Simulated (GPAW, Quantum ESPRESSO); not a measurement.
# Core-hole calculation of the Ti L₃ edge in TiTe2 (P-3m1)

Aim: the near-edge shape at the Ti L₃ edge of TiTe2 (P-3m1), and what the core hole does to it.

Main program and level: GPAW 26.7.0; X-ray absorption from dipole matrix elements to empty bands, plane-wave PAW PBE.

### Step 1. Starting point

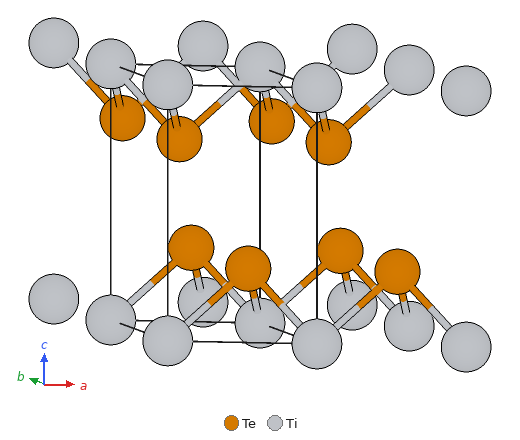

The cell as given, slightly off an axis (tellurium orange, titanium light grey). 2×2×1 cells are drawn. Bonds to atoms that aren't drawn are left out. Some periodic images of atoms are drawn too.

Structure file:

```cif
data_structure
_symmetry_space_group_name_H-M 'P-3m1'
_symmetry_Int_Tables_number 164
_cell_length_a 3.7770
_cell_length_b 3.7770
_cell_length_c 6.4980
_cell_angle_alpha 90.000
_cell_angle_beta 90.000
_cell_angle_gamma 120.000
_cell_volume 80.28
loop_
_atom_site_label
_atom_site_type_symbol
_atom_site_symmetry_multiplicity
_atom_site_Wyckoff_symbol
_atom_site_fract_x
_atom_site_fract_y
_atom_site_fract_z
_atom_site_occupancy
Te1 Te 2 d 0.33333 0.66667 0.73720 1
Ti1 Ti 1 a 0.00000 0.00000 0.00000 1
```

### Step 2. Ground state of the crystal

The ground state comes first: it tells whether the system has a gap, which decides how the excited electron is treated.

File scf.py:

```python
import numpy as np
from ase import Atoms
from ase.parallel import parprint, paropen
from gpaw import GPAW, PW, FermiDirac, Mixer, MixerDif, setup_paths
from gpaw.test import gen
setup_paths.insert(0, '.')
gen('Ti', name='nch2p', xcname='PBE', corehole=(2, 1, 0), write_xml=True)
from gpaw.mpi import world
world.barrier()

atoms = Atoms('Te2Ti',
    cell=[[3.777, 0, 0],
     [-1.8885, 3.27097795, 0],
     [0, 0, 6.498]],
    scaled_positions=[[0.33333333, 0.66666667, 0.7372],
     [0.66666667, 0.33333333, 0.2628],
     [0, 0, 0]],
    pbc=True)
atoms.calc = calc = GPAW(legacy_gpaw=True, mode=PW(500, force_complex_dtype=True), xc='PBE', setups={2: 'nch2p'},
    kpts={'size': (8, 8, 4), 'gamma': True}, occupations=FermiDirac(0.05),
    charge=0, mixer=Mixer(0.1, 5, 50), maxiter=150,
    convergence={'density': 0.0001, 'eigenstates': 1e-6}, txt='scf.txt')
energy = atoms.get_potential_energy() + calc.get_reference_energy()
ef = calc.get_fermi_level()
out = dict(energy=energy, fermi=ef, forces=atoms.get_forces().tolist())
parprint(f'all-electron energy {energy:.4f} eV, Fermi level {ef:.4f} eV')
ev = np.array([[calc.get_eigenvalues(k, s) for k in range(len(calc.get_ibz_k_points()))] for s in range(calc.get_number_of_spins())])
out['homo'], out['lumo'], out['counts'] = ev[ev < ef].max(), ev[ev > ef].min(), sorted(set((ev < ef).sum((0, 2)).tolist()))
out['filled'] = (ev[:, 0] < ef).sum(1).tolist()
import json
with paropen('out.json', 'w') as f:
    json.dump(out, f)
```

The run is started by

```sh
OMP_NUM_THREADS=1 mpirun -n 4 gpaw python scf.py
```

Numbers of over 12 decimals in the logs are rounded to 6 here.

Output:

```text
Input parameters:
  convergence: {density: 0.0001,
                eigenstates: 1e-06}
  kpts: {gamma: True,
         size: (8, 8, 4)}
  maxiter: 150
  mixer: {backend: pulay,
          beta: 0.1,
          method: separate,
          nmaxold: 5,
          weight: 50}
  mode: {ecut: 500.0,
         force_complex_dtype: True,
         name: pw}
  occupations: {fixmagmom: False,
                name: fermi-dirac,
                width: 0.05}
  setups: {2: nch2p}
  xc: PBE

Initialize ...

[... PAW data sets ...]

Reference energy: -392805.381617  # eV

Spin-paired calculation

[... convergence settings ...]
Symmetries present (total): 12
  [... symmetry matrices ...]

256 k-points: 8 x 8 x 4 Monkhorst-Pack grid + [1/16,1/16,1/8]
35 k-points in the irreducible part of the Brillouin zone
       k-points in crystal coordinates                weights
   0:     0.00000000    0.00000000    0.00000000          1/256
   1:     0.00000000    0.00000000    0.25000000          2/256
   2:     0.00000000    0.00000000    0.50000000          1/256
   3:     0.12500000    0.00000000   -0.25000000          6/256
   4:     0.12500000    0.00000000    0.00000000          6/256
   5:     0.12500000    0.00000000    0.25000000          6/256
   6:     0.12500000    0.00000000    0.50000000          6/256
   7:     0.25000000   -0.12500000    0.00000000          6/256
   8:     0.25000000   -0.12500000    0.25000000         12/256
   9:     0.25000000   -0.12500000    0.50000000          6/256
          ...
  34:     0.50000000    0.50000000    0.50000000          3/256

Wave functions: Plane wave expansion
  Cutoff energy: 500.000 eV
  Number of coefficients (min, max): 2004, 2064
  Pulay-stress correction: 0.000000 eV/Ang^3 (de/decut=0.000000)
  Using FFTW library
  Wavefunction extrapolation:
    Improved wavefunction reuse through dual PAW basis

Occupation numbers: Fermi-Dirac:
  width: 0.0500  # eV

Eigensolver
   Davidson(niter=2)

Densities:
  Coarse grid: 20*20*35 grid
  Fine grid: 40*40*70 grid
  Total Charge: 0.000000

Density mixing:
  Method: separate
  Backend: pulay
  Linear mixing parameter: 0.1
  old densities: 5
  Width of damping distribution: 1.1
  Damping of long wavelength oscillations: 50

[... Hamiltonian set-up ...]
Number of atoms: 3
Number of atomic orbitals: 21
Number of bands in calculation: 19
Number of valence electrons: 24
Bands to converge: occupied

... initialized

Initializing position-dependent things.

Density initialized from atomic densities
Creating initial wave functions:
  19 bands from LCAO basis set

        Te

            Te

       Ti

Atomic positions and initial magnetic moments

Positions:
   0 Te    -0.000000    2.180652    4.790326    ( 0.0000,  0.0000,  0.0000)
   1 Te     1.888500    1.090326    1.707674    ( 0.0000,  0.0000,  0.0000)
   2 Ti     0.000000    0.000000    0.000000    ( 0.0000,  0.0000,  0.0000)

Unit cell:
           periodic     x           y           z      points  spacing
  1. axis:    yes    3.777000    0.000000    0.000000    20     0.1635
  2. axis:    yes   -1.888500    3.270978    0.000000    20     0.1635
  3. axis:    yes    0.000000    0.000000    6.498000    35     0.1857

  Lengths:   3.777000   3.777000   6.498000
  Angles:   90.000000  90.000000 120.000000

Effective grid spacing dv^(1/3) = 0.1790

iter:   1   -15.314907
iter:   2   -15.260011   -1.52  -1.26
iter:   3   -15.154321   -2.02  -1.31
iter:   4   -15.159650   -2.60  -1.55
iter:   5   -15.161481c  -2.85  -1.69
iter:   6   -15.160742c  -3.76  -2.41
iter:   7   -15.161618c  -3.44  -2.47
iter:   8   -15.160115c  -3.88  -2.55
iter:   9   -15.160132c  -4.74  -3.25
iter:  10   -15.160126c  -5.85  -3.46
iter:  11   -15.160123c  -6.33c -3.49
iter:  12   -15.160125c  -6.72c -3.59
iter:  13   -15.160121c  -6.83c -3.94
iter:  14   -15.160123c  -7.16c -4.09c

Converged after 14 iterations.

Dipole moment: (-0.000000, 0.000000, -0.000000) |e|*Ang

Energy contributions relative to reference atoms: (reference = -392805.381617)

Kinetic:        +25.308181
Potential:      -25.510165
External:        +0.000000
XC:             -15.229444
Entropy (-ST):   -0.011318
Local:           +0.276964
SIC:             +0.000000
--------------------------
Free energy:    -15.165782
Extrapolated:   -15.160123

Showing only first 2 kpts
 Kpt  Band  Eigenvalues  Occupancy
  0    10      7.05070    0.00058
  0    11      7.05072    0.00058
  0    12      7.22248    0.00002
  0    13      7.71589    0.00000

  1    10      7.04504    0.00065
  1    11      7.04507    0.00065
  1    12      7.54983    0.00000
  1    13      7.54983    0.00000

Fermi level: 6.64315

No gap
No difference between direct/indirect transitions

Forces in eV/Ang:
  0 Te   -0.00000    0.00000   -0.02656
  1 Te    0.00000    0.00000    0.02656
  2 Ti    0.00000    0.00000    0.00000
Scalar-relativistic atomic PBE calculation for Ti (Titanium, Z=22)
Core hole in 2p state (2p occupation: 6.0)
600 radial gridpoints.
|------------------------------------------------|
|------------------------------------------------|
[... the atom generator's iteration count ...]

Energy contributions:
-------------------------
Kinetic:     +860.511654
XC:           -41.917692
Potential:  -1672.060769
-------------------------
Total:       -853.466807

state      eigenvalue         ekin         rmax
-----------------------------------------------
1s^2.0 :  -178.884102   236.117456        0.046
2s^2.0 :   -19.728922    40.906723        0.269
2p^6.0 :   -16.326572    39.665249        0.220
3s^2.0 :    -2.301366     8.380954        0.869
3p^6.0 :    -1.428160     7.112963        0.902
3d^2.0 :    -0.156485     3.683416        0.981
4s^2.0 :    -0.164137     0.832643        2.921
4p^0.0 :    -0.053893     0.437167        3.813
-----------------------------------------------
(units: Bohr and Hartree)

Generating PAW setup
Kinetic energy of the core from tauc = 796.397006
Cutoffs:
rc(s)=2.400
rc(p)=2.000
rc(d)=2.000
rc(vbar)=1.800
rc(comp)=2.300
rc(nct)=2.400

Kinetic energy of the core states: 792.039849
Charge: 0.0
Core electrons: 10.0
Valence electrons: 12.0
Pseudo-core charge: 0.000001
Shape function alpha=1.890
Pseudo-electron charge 6.356241
state    eigenvalue         norm
--------------------------------
3s(2) :    -2.301366     0.296262
4s(2) :    -0.164137     0.992018
3p(6) :    -1.428160     0.433832
4p(0) :    -0.053893     0.982293
3d(2) :    -0.156485     0.588344
*d    :     0.843515
--------------------------------

Diagonalizing with gridspacing h=0.050

state   all-electron     PAW
-------------------------------
3s:      -2.301366    -2.301666
3p:      -1.428160    -1.428851
3d:      -0.156485    -0.156983
*f:                    0.063889
-------------------------------
all-electron energy -392820.5417 eV, Fermi level 6.6432 eV
```

Elapsed: 7 s, on 4 MPI ranks of Arm Neoverse V2, shared host; peak memory 0.19 GiB.

The mesh shows no gap, so the system is treated as a metal and the core electron is put at the Fermi level (neutral cell).

### Step 3. Spectrum without a core hole, Ti atom 3

This cheap baseline ignores the attraction of the hole: it shows the absorber's empty states as they are in the ground state. The data set with a hole of occupation 0 only carries the core orbital.

The absorber has 6 Te at 2.77 Å (octahedral, site symmetry -3m).

File xas.py:

```python
import numpy as np
from ase import Atoms
from ase.parallel import parprint, paropen
from gpaw import GPAW, PW, FermiDirac, Mixer, MixerDif, setup_paths
from gpaw.test import gen
setup_paths.insert(0, '.')
gen('Ti', name='nch2p', xcname='PBE', corehole=(2, 1, 0), write_xml=True)
from gpaw.mpi import world
world.barrier()

atoms = Atoms('Te2Ti',
    cell=[[3.777, 0, 0],
     [-1.8885, 3.27097795, 0],
     [0, 0, 6.498]],
    scaled_positions=[[0.33333333, 0.66666667, 0.7372],
     [0.66666667, 0.33333333, 0.2628],
     [0, 0, 0]],
    pbc=True)
atoms.calc = calc = GPAW(legacy_gpaw=True, mode=PW(500, force_complex_dtype=True), xc='PBE', setups={2: 'nch2p'},
    kpts={'size': (10, 10, 5), 'gamma': True}, occupations=FermiDirac(0.1),
    charge=0, mixer=Mixer(0.1, 5, 50), maxiter=150,
    convergence={'density': 0.0001, 'eigenstates': 1e-6}, txt='scf.txt')
energy = atoms.get_potential_energy() + calc.get_reference_energy()
ef = calc.get_fermi_level()
out = dict(energy=energy, fermi=ef, forces=atoms.get_forces().tolist())
parprint(f'all-electron energy {energy:.4f} eV, Fermi level {ef:.4f} eV')
ev = np.array([[calc.get_eigenvalues(k, s) for k in range(len(calc.get_ibz_k_points()))] for s in range(calc.get_number_of_spins())])
out['homo'], out['lumo'], out['counts'] = ev[ev < ef].max(), ev[ev > ef].min(), sorted(set((ev < ef).sum((0, 2)).tolist()))
out['filled'] = (ev[:, 0] < ef).sum(1).tolist()

from ase.units import Ha
from gpaw.xas import dipole_matrix_elements
nb = int(calc.get_number_of_electrons() / 2) + 56
top, nb = nb, nb + 8 + nb // 12
nscf = calc.fixed_density(kpts={'size': (6, 6, 3), 'gamma': True}, nbands=nb,
    convergence={'bands': top, 'eigenstates': 5e-3}, maxiter=60, txt='nscf.txt')
cell = atoms.cell.array
ops = [cell.T @ U.T @ np.linalg.inv(cell.T) for U in nscf.wfs.kd.symmetry.op_scc]
E = np.arange(-25, 34, 0.1)
fwhm = np.interp(E, [4, 25], [0.9, 3.5])
Y, X, zero, highest = 0, 0, 1e9, 1e9
for spin in range(nscf.get_number_of_spins()):
    wfs = nscf.wfs
    mine = wfs.bd.get_slice()  # this rank's bands
    A = dipole_matrix_elements(wfs.setups[2])
    eps = np.zeros((wfs.kd.nibzkpts, nb))
    d = np.zeros((3, A.shape[1], wfs.kd.nibzkpts, nb), complex)
    for kpt in wfs.kpt_u:
        if kpt.s == spin and 2 in kpt.P_ani:
            eps[kpt.k, mine] = kpt.eps_n * Ha
            d[:, :, kpt.k, mine] = (kpt.weight * wfs.nspins / 2) ** 0.5 * np.inner(A, kpt.P_ani[2])
    world.sum(eps)
    world.sum(d)
    T = np.einsum('amkn,bmkn->abkn', d, d.conj()).real
    T = sum(np.einsum('ai,ijkn,bj->abkn', R, T, R) for R in ops) / len(ops)
    empty = eps > ef
    zero, highest = min(zero, eps[empty].min()), min(highest, eps[:, top - 1].min())
    lines = [(eps, T, empty)] if spin == 0 else lines + [(eps, T, empty)]
for eps, T, empty in lines:
    f = np.einsum('aakn->akn', T).reshape(3, -1)
    x = eps.ravel() - zero
    w = np.interp(x, E, fwhm) / 2.35482
    g = np.exp(-0.5 * ((E[:, None] - x) / w) ** 2) / (w * (2 * np.pi) ** 0.5)
    Y = Y + (f * empty.ravel()) @ g.T
    X = X + (f * ~empty.ravel()) @ g.T
out.update(E=E.round(2).tolist(), xas=Y.tolist(), xes=X.tolist(), zero=zero, valid=highest - zero, nk=len(eps), nb=nb)
for i in range(0, len(E), 10):
    parprint(f'{E[i]:7.2f}', *(f'{v:10.3e}' for v in Y[:, i]))
import json
with paropen('out.json', 'w') as f:
    json.dump(out, f)
```

The run is started by

```sh
OMP_NUM_THREADS=1 mpirun -n 4 gpaw python xas.py
```

Output:

```text
Input parameters:
  convergence: {density: 0.0001,
                eigenstates: 1e-06}
  kpts: {gamma: True,
         size: (10, 10, 5)}
  maxiter: 150
  mixer: {backend: pulay,
          beta: 0.1,
          method: separate,
          nmaxold: 5,
          weight: 50}
  mode: {ecut: 500.0,
         force_complex_dtype: True,
         name: pw}
  occupations: {fixmagmom: False,
                name: fermi-dirac,
[...]
*d    :     0.843515
--------------------------------

Diagonalizing with gridspacing h=0.050

state   all-electron     PAW
-------------------------------
3s:      -2.301366    -2.301666
3p:      -1.428160    -1.428851
3d:      -0.156485    -0.156983
*f:                    0.063889
-------------------------------
all-electron energy -392820.5393 eV, Fermi level 6.6527 eV
[...]
32.00  2.578e-04  2.578e-04  2.726e-04
  33.00  2.407e-04  2.407e-04  2.568e-04
[key lines of the parts left out:]
Converged after 14 iterations.
Dipole moment: (-0.000000, 0.000000, -0.000000) |e|*Ang
Free energy:    -15.179770
Fermi level: 6.65274
```

The job ended after 16 s (4 MPI ranks; peak memory 0.23 GiB).

The Ti L₃ spectrum, Ti atom 3, no core hole (energy from the lowest empty level; intensity scaled to a mean of 1 over the first 20 eV; polarised curves are means over the symmetry-equivalent atoms):

| E (eV) | isotropic | ε ⊥ c | ε ∥ c |
| --- | --- | --- | --- |
| -2.0 | 0.00 | 0.00 | 0.00 |
| -0.5 | 0.20 | 0.18 | 0.25 |
| 1.0 | 5.65 | 6.22 | 4.51 |
| 2.5 | 3.48 | 3.18 | 4.08 |
| 4.0 | 0.28 | 0.27 | 0.30 |
| 5.5 | 0.29 | 0.30 | 0.27 |
| 7.0 | 0.63 | 0.67 | 0.56 |
| 8.5 | 0.49 | 0.48 | 0.50 |
| 10.0 | 0.44 | 0.43 | 0.45 |
| 11.5 | 0.46 | 0.47 | 0.45 |
| 13.0 | 0.46 | 0.45 | 0.48 |
| 14.5 | 0.41 | 0.41 | 0.40 |
| 16.0 | 0.40 | 0.41 | 0.39 |
| 17.5 | 0.38 | 0.38 | 0.40 |
| 19.0 | 0.35 | 0.33 | 0.37 |
| 20.5 | 0.36 | 0.35 | 0.37 |
| 22.0 | 0.36 | 0.36 | 0.37 |
| 23.5 | 0.33 | 0.33 | 0.32 |
| 25.0 | 0.31 | 0.32 | 0.29 |
| 26.5 | 0.35 | 0.36 | 0.33 |
| 28.0 | 0.37 | 0.38 | 0.36 |
| 29.5 | 0.36 | 0.36 | 0.36 |
| 31.0 | 0.36 | 0.35 | 0.36 |

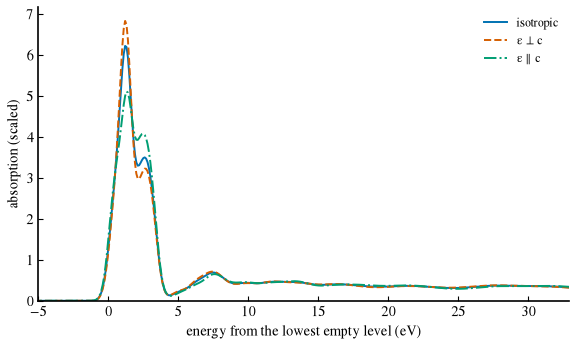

The Ti L₃ edge, Ti atom 3, no core hole: main maxima at 1.2, 2.6 and 7.5 eV.

Main maxima below 30 eV (height): 1.2 eV (6.22), 2.6 eV (3.50) and 7.5 eV (0.69). At an L edge the dipole rule selects empty d (and weakly s) states on the absorber, and the strong line at the onset measures the empty part of its d band. 2p–3d multiplets, which reshape such L edges, aren't in a one-electron spectrum.

The same matrix elements for filled bands give the Ti L₃ emission of Ti atom 3 (ground-state approximation; energy from the lowest empty level, largest value 1):

| E (eV) | emission |
| --- | --- |
| -24.0 | 0.00 |
| -22.5 | 0.00 |
| -21.0 | 0.00 |
| -19.5 | 0.00 |
| -18.0 | 0.00 |
| -16.5 | 0.00 |
| -15.0 | 0.00 |
| -13.5 | 0.00 |
| -12.0 | 0.00 |
| -10.5 | 0.02 |
| -9.0 | 0.00 |
| -7.5 | 0.00 |
| -6.0 | 0.00 |
| -4.5 | 0.10 |
| -3.0 | 0.24 |
| -1.5 | 0.87 |
| 0.0 | 0.30 |
| 1.5 | 0.00 |
| 3.0 | 0.00 |

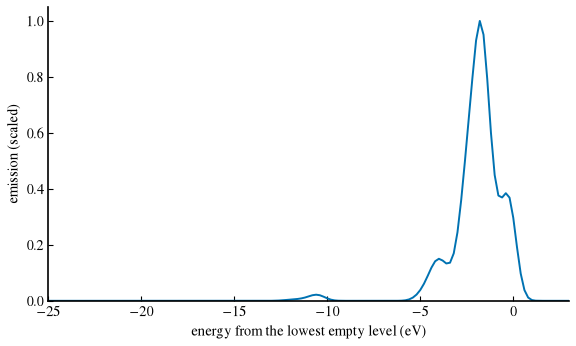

X-ray emission from the filled bands.

Emission maxima: -1.8 eV (1.00).

### Step 4. Reference energy of the supercell

The photon energy needs a difference of total energies, so the cell and mesh of the coming hole run are first run without a hole.

scf.py: that of step 2 with these lines changed.

```diff
@@ -10,12 +10,21 @@
 
-atoms = Atoms('Te2Ti',
-    cell=[[3.777, 0, 0],
-     [-1.8885, 3.27097795, 0],
-     [0, 0, 6.498]],
-    scaled_positions=[[0.33333333, 0.66666667, 0.7372],
-     [0.66666667, 0.33333333, 0.2628],
-     [0, 0, 0]],
+atoms = Atoms('Te8Ti4',
+    cell=[[-1.8885, -3.27097795, -6.498],
+     [1.8885, 3.27097795, -6.498],
+     [7.554, 0, 0]],
+    scaled_positions=[[0.29806667, 0.96473333, 0.83333333],
+     [0.79806667, 0.46473333, 0.83333333],
+     [0.29806667, 0.96473333, 0.33333333],
+     [0.79806667, 0.46473333, 0.33333333],
+     [0.70193333, 0.03526667, 0.16666667],
+     [0.20193333, 0.53526667, 0.16666667],
+     [0.70193333, 0.03526667, 0.66666667],
+     [0.20193333, 0.53526667, 0.66666667],
+     [0, 0, 0],
+     [0.5, 0.5, 0],
+     [0, 0, 0.5],
+     [0.5, 0.5, 0.5]],
     pbc=True)
-atoms.calc = calc = GPAW(legacy_gpaw=True, mode=PW(500, force_complex_dtype=True), xc='PBE', setups={2: 'nch2p'},
-    kpts={'size': (8, 8, 4), 'gamma': True}, occupations=FermiDirac(0.05),
+atoms.calc = calc = GPAW(legacy_gpaw=True, mode=PW(500, force_complex_dtype=True), xc='PBE', setups={8: 'nch2p'},
+    kpts={'size': (3, 3, 3), 'gamma': True}, occupations=FermiDirac(0.1),
     charge=0, mixer=Mixer(0.1, 5, 50), maxiter=150,
```

The run is started by

```sh
OMP_NUM_THREADS=1 mpirun -n 4 gpaw python scf.py
```

Output:

```text
Input parameters:
  convergence: {density: 0.0001,
                eigenstates: 1e-06}
  kpts: {gamma: True,
         size: (3, 3, 3)}
  maxiter: 150
  mixer: {backend: pulay,
          beta: 0.1,
          method: separate,
          nmaxold: 5,
          weight: 50}
  mode: {ecut: 500.0,
         force_complex_dtype: True,
         name: pw}
  occupations: {fixmagmom: False,
                name: fermi-dirac,
[...]
4s(2) :    -0.164137     0.992018
3p(6) :    -1.428160     0.433832
4p(0) :    -0.053893     0.982293
3d(2) :    -0.156485     0.588344
*d    :     0.843515
--------------------------------

Diagonalizing with gridspacing h=0.050

state   all-electron     PAW
-------------------------------
3s:      -2.301366    -2.301666
3p:      -1.428160    -1.428851
3d:      -0.156485    -0.156983
*f:                    0.063889
-------------------------------
all-electron energy -1571282.1305 eV, Fermi level 6.6071 eV
[key lines of the parts left out:]
Converged after 16 iterations.
Dipole moment: (-0.000000, 0.000000, 0.000000) |e|*Ang
Free energy:    -60.697558
Fermi level: 6.60711
```

It took 37 s on 4 MPI ranks; peak memory 0.28 GiB.

Reference energy: -1571282.130 eV with the cores included.

(Continued in part 2 of 2.)

[Banner, clock and machine lines of the logs are left out without a mark of their own.]

[Logs are printed without paths, hosts, clocks, repeated set-up lines and the standing remarks that a program may print on its own settings, such as how far it seeks lower states.]

[Hosts, paths, dates, database ids (printed as entryN), source tags and the programs' standing remarks are cut or masked in the printed files.]

[Lists of maxima count a maximum above −3 eV only where it reaches 4 % of the highest in the window and stands out from its surroundings by 2 % of it (1.5 % where it reaches 55 %); shoulders and weaker maxima are passed over, and of the rest the first, up to two pre-edge ones and the few strongest are named.]
